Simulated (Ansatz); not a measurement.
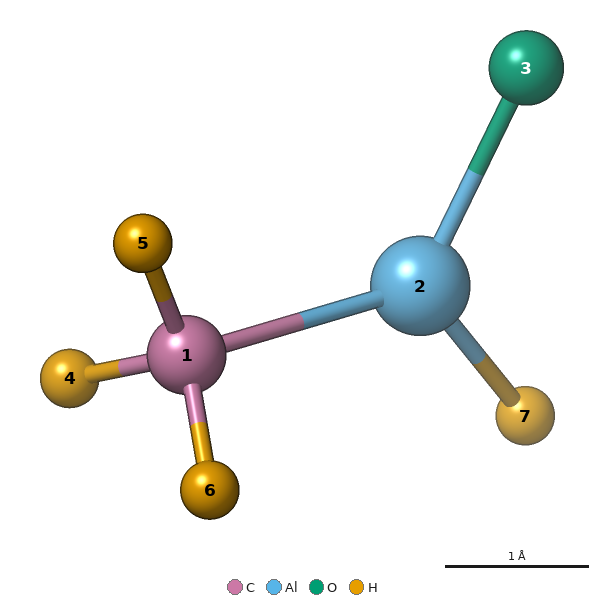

Orthographic view. Atoms fade into the background with distance from the viewer. State: neutral, doublet. Computed geometry: PBE-D4/def2-SVP optimisation. No frequency run is at hand to confirm it as a minimum.

List all interatomic distances (Å) as a matrix.

| atom | C1 | Al2 | O3 | H4 | H5 | H6 | H7 |
| --- | --- | --- | --- | --- | --- | --- | --- |
| C1 | 0.00 |  |  |  |  |  |  |
| Al2 | 1.97 | 0.00 |  |  |  |  |  |
| O3 | 3.20 | 1.73 | 0.00 |  |  |  |  |
| H4 | 1.11 | 2.56 | 3.88 | 0.00 |  |  |  |
| H5 | 1.11 | 2.60 | 3.27 | 1.80 | 0.00 |  |  |
| H6 | 1.11 | 2.56 | 3.90 | 1.79 | 1.80 | 0.00 |  |
| H7 | 3.18 | 1.60 | 2.82 | 3.48 | 4.05 | 3.47 | 0.00 |
